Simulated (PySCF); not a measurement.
# C2H6Te (dimethyl telluride): levels of theory compared

Aim: a comparison of 6 runs (B2PLYP/def2-SVP, BHLYP/def2-SVP, BLYP/def2-SVP, revPBE/def2-SVP, wB97X/def2-SVP, CCSD(T)/def2-SVP) of C2H6Te (dimethyl telluride). 

Program for the calculation: PySCF 2.14.0.

2 further runs of the same task are left out: 2 set aside as unsound or not needed.

### Step 1. The structure to begin with

The species is C2H6Te (9 atoms), meant as a singlet with charge 0. As SMILES, `C[Te]C`. The coordinates come from a PBE0-D4/def2-TZVP relaxation.

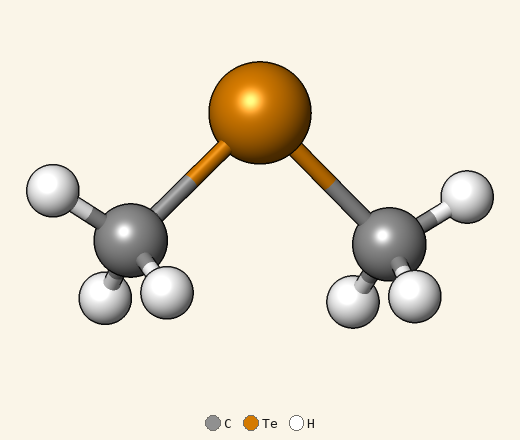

The structure, seen from a chosen angle (carbon grey, tellurium orange, hydrogen white).

### Step 2. A single-point energy at B2PLYP/def2-SVP (core potential) (run 1)

calc.py

```python
from pyscf import gto, dft, mp

system = gto.M(
    atom='''
C     -1.468695     1.925820    -1.684124
Te     2.350063     0.702033    -1.220763
C      1.477955    -1.953788     1.691683
H     -2.644861     0.340151    -2.260490
H     -1.476821     3.360878    -3.160189
H     -2.157878     2.743126     0.072754
H      0.177823    -3.375996     0.972831
H      3.243715    -2.854242     2.247640
H      0.666317    -0.975477     3.308344
''',
    unit='bohr',
    verbose=4,
    max_memory=1860,
    spin=0,
    ecp={'Te': 'def2-svp'},
    basis='def2-svp',
    charge=0,
)

ks = dft.RKS(system)
ks.xc = '0.53*HF + 0.47*B88, 0.73*LYP'
ks.conv_tol = 1e-10
ks.grids.level = 5
ks.kernel()
if not ks.converged:
    ks = ks.newton().run(ks.mo_coeff, ks.mo_occ)

pt = mp.MP2(ks, frozen=6).run()
etot = ks.e_tot + 0.27 * pt.e_corr
print('PT2 part  %.8f' % (0.27 * pt.e_corr))
print('Final energy', etot)
```

Started as:

```
$ OMP_NUM_THREADS=1 python calc.py
```

The log of the run:

```text
PySCF version 2.14.0

[... 81 lines left out ...]
converged SCF energy = -347.241917803409
[... 1 line left out ...]
******** <class 'pyscf.mp.mp2.RMP2'> ********
nocc = 15, nmo = 78
frozen orbitals 6
E(RMP2) = -347.754380379846  E_corr = -0.512462576437369
E(SCS-RMP2) = -347.753309652985  E_corr = -0.511391849576331
E_corr(same-spin) = -0.119496048632898
E_corr(oppo-spin) = -0.392966527804471
PT2 part  -0.13836490
Final energy -347.3802826990467
```

It took 18 s on 1 thread of Intel Xeon at 2.70GHz, shared host; peak memory 0.42 GiB.

### Step 3. A single-point energy at BHLYP/def2-SVP (core potential) (run 2)

run.py

```python
# C[Te]C
from pyscf import gto, dft

mol = gto.Mole()
mol.atom = [
    ('C', (-0.777200, 1.019100, -0.891200)),
    ('Te', (1.243600, 0.371500, -0.646000)),
    ('C', (0.782100, -1.033900, 0.895200)),
    ('H', (-1.399600, 0.180000, -1.196200)),
    ('H', (-0.781500, 1.778500, -1.672300)),
    ('H', (-1.141900, 1.451600, 0.038500)),
    ('H', (0.094100, -1.786500, 0.514800)),
    ('H', (1.716500, -1.510400, 1.189400)),
    ('H', (0.352600, -0.516200, 1.750700)),
]
mol.basis = 'def2-svp'
mol.max_memory = 1860
mol.ecp = {'Te': 'def2-svp'}
mol.verbose = 3
mol.build()

ks = dft.RKS(mol)
ks.xc = 'bhandhlyp'
ks.grids.level = 5
ks.conv_tol = 1e-10
ks.kernel()
if not ks.converged:
    ks = ks.newton().run(ks.mo_coeff, ks.mo_occ)

e_final = ks.e_tot
print('Final energy', e_final)
```

Started as:

```
$ OMP_NUM_THREADS=1 python run.py
```

The log of the run:

```text
converged SCF energy = -347.650868109085
Final energy -347.6508681090847
```

Run time: 20 s. Hardware: 1 thread of Intel Xeon at 2.70GHz, shared host; peak memory 0.42 GiB.

Runs 3 to 5 aren't shown in full; the table further down has their settings and results.

### Step 4. The energy at CCSD(T)/def2-SVP (core potential) (run 6)

calc.py

```python
from pyscf import gto, cc

molecule = gto.M(
    atom='''
C     -0.777200     1.019100    -0.891200
Te     1.243600     0.371500    -0.646000
C      0.782100    -1.033900     0.895200
H     -1.399600     0.180000    -1.196200
H     -0.781500     1.778500    -1.672300
H     -1.141900     1.451600     0.038500
H      0.094100    -1.786500     0.514800
H      1.716500    -1.510400     1.189400
H      0.352600    -0.516200     1.750700
''',
    basis='def2-svp',
    max_memory=1860,
    verbose=4,
    charge=0,
    ecp={'Te': 'def2-svp'},
)

myscf = molecule.RHF()
myscf.conv_tol = 1e-10
myscf.kernel()
if not myscf.converged:
    myscf = myscf.newton().run(myscf.mo_coeff, myscf.mo_occ)

mycc = cc.CCSD(myscf, frozen=6)
mycc.kernel()
e_t = mycc.ccsd_t()
e_final = mycc.e_tot + e_t
print('Final energy', e_final)
```

Started as:

```
$ OMP_NUM_THREADS=1 python calc.py
```

The log of the run:

```text
PySCF version 2.14.0

[... 65 lines left out ...]
converged SCF energy = -346.147093920522
[... 12 lines left out ...]
Init t2, MP2 energy = -346.564620838276  E_corr(MP2) -0.417526917753398
[... 12 lines left out ...]
CCSD converged
[... 2 lines left out ...]
Final energy -346.62046460550295
```

Run time: 35 s. Hardware: 1 thread of Intel Xeon at 2.70GHz, shared host; peak memory 0.46 GiB.

### Step 5. The series

```csv
run,level,frozen core orbitals,integration grid,energy (Eh),dipole moment (D) of the reference,HOMO energy (eV),LUMO energy (eV),wall time
1,B2PLYP/def2-SVP (core potential),6,5,-347.380283,1.22,-6.37,1.13,18 s
2,BHLYP/def2-SVP (core potential),–,5,-347.650868,1.21,-6.44,0.83,20 s
3,BLYP/def2-SVP (core potential),–,5,-347.651252,1.12,-4.27,-0.79,27 s
4,revPBE/def2-SVP (core potential),–,5,-347.786057,1.18,-4.43,-0.84,26 s
5,wB97X/def2-SVP (core potential),–,5,-347.787979,1.16,-7.73,1.99,30 s
6,CCSD(T)/def2-SVP (core potential),6,–,-346.620465,1.33,-7.86,3.16,35 s
```

### Step 6. Outcome

| quantity | value |
| --- | --- |
| run 6: total energy | -346.62046 Eh |
| run 6: dipole moment (Hartree–Fock density) | 1.33 D |
| run 6: HOMO energy (Hartree–Fock orbitals) | -7.86 eV |
| run 6: LUMO energy (Hartree–Fock orbitals) | 3.16 eV |
| run 6: HOMO–LUMO gap (Hartree–Fock orbitals) | 11.02 eV |
| run 6: correlation energy (6 core orbitals frozen) | -473.4 mEh |
| run 6: (T) correction | -13.49 mEh |
| run 6: T1 diagnostic | 0.008 |

**Reading.** Over runs 1, 2, 3, 4, 5 the dipole moment (its size) runs from 1.12 D (BLYP/def2-SVP) to 1.22 D (B2PLYP/def2-SVP). A double hybrid's value is that of its SCF part. Over runs 1, 2, 3, 4, 5 the HOMO–LUMO gap runs from 3.48 eV (BLYP/def2-SVP) to 9.71 eV (wB97X/def2-SVP). Totals of different functionals can't be ranked against each other. All runs together took 2.6 min, the longest 35 s.
